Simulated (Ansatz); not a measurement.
# TiSi2 (Fddd): the Drude term of Re ε in the infrared

Re ε of TiSi2 (Fddd) along x at low photon energies is read from one computed spectrum; the carriers' damping was typed as γ = 0.05 eV. x, y and z are the Cartesian axes of the input cell.

It takes space group Fddd (No. 70, orthorhombic). Conventional cell: a = 4.773 Å, b = 8.236 Å, c = 8.523 Å, α = 90.00°, β = 90.00°, γ = 90.00°. Ti on site b has 10 Si at 2.54 to 2.75 Å as nearest neighbours. Si on site f is surrounded by 5 Ti at 2.54 to 2.75 Å and 5 Si at 2.54 to 2.75 Å.

Method: Ansatz 0.2.0, PBE, independent particles, k-mesh 10×10×10 with interpolation inside its cells, Gaussian parameter 0.1 eV.

Launch of the response step: `ansatz run input.yaml --threads 4 --pin off --max-ram 8192MiB --backend cpu --events-out ev --progress --plain --runs-dir out`. The run took 85 s, on 4 threads of Arm Neoverse V2, on a shared host.

```tsv
photon energy E (eV)	wavelength (µm)	Re ε
0.25	4.96	?
0.30	4.13	-264.9
0.35	3.54	-192.7
0.40	3.10	-145.4
0.50	2.48	-87.1
0.60	2.07	-52.2
0.70	1.77	-30.3
```

A Drude term over a constant background gives Re ε = ε_b − ωp²/(E² + γ²), linear in 1/(E² + γ²).

Working, on the rows shown:

| x = 1/(E² + γ²) (eV⁻²) | y = Re ε |
| --- | --- |
| 10.8108 | -264.9 |
| 8 | -192.7 |
| 6.15385 | -145.4 |
| 3.9604 | -87.1 |
| 2.75862 | -52.2 |
| 2.03046 | -30.3 |

Means: x̄ = 5.619, ȳ = -128.77. Σ(x − x̄)(y − ȳ) = -1509, Σ(x − x̄)² = 56.72. Slope = -1509 / 56.72 = -26.61; intercept = ȳ − slope · x̄ = 20.759. The line misses the rows shown by at most 3.

Problem. Fill in the last column of the withheld row.

Solution. At x = 15.385 the line gives y = -388.64. The run gave -384.1, so the extrapolation is off by 4.5, 1.3 % of the range in the table.

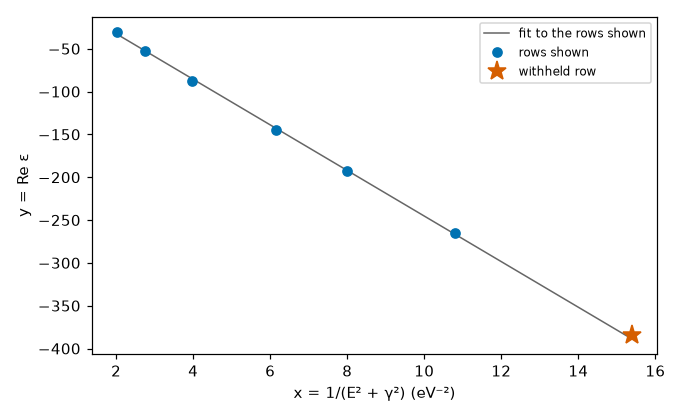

Refitted with all rows, the slope is -26.34 and the intercept 19.484. These give ωp = √(−slope) = 5.13 eV, against 5.24 eV from the program's Fermi-surface sum, and an intercept of 19.5. Taking the program's Drude term off the rows leaves 38 at the lowest energy and 25 at the highest, so the background isn't constant: interband transitions lie in or near the window, and neither fitted number can be trusted. The cell comes from an older database entry, whose edges can be off by a per cent or so. The values come from a sum over the points of one k-mesh and carry its error, which is largest for Fermi-surface quantities.

[Logs are printed without paths, hosts, clocks, repeated set-up lines and the standing remarks that a program may print on its own settings, such as how far it seeks lower states.]
